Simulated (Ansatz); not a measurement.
The parent structure is NaCl in the rock salt structure (space group Fm-3m, No. 225; a = 5.6015 Å).

Perturbation: hydrostatic tension (pressure −2 GPa).

Computed with PBEsol/PAW in Ansatz (a quantum-chemistry and plane-wave program), spin-orbit coupling left out.

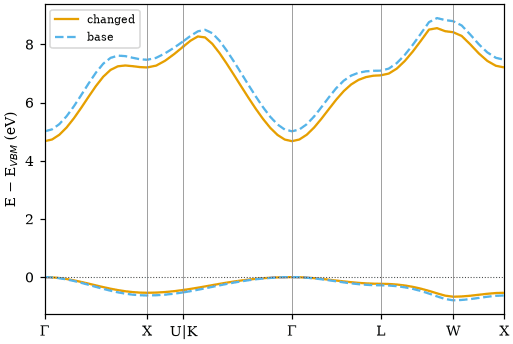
Fig. 1. Highest valence and lowest conduction band along the path, each from its own valence-band maximum

From the figure, how large is the changed gap, and is it direct?

About 4.7 eV, direct at Γ.

Load acts through the strain it causes; cell and atoms are relaxed under it. No phonon test of stability was made.
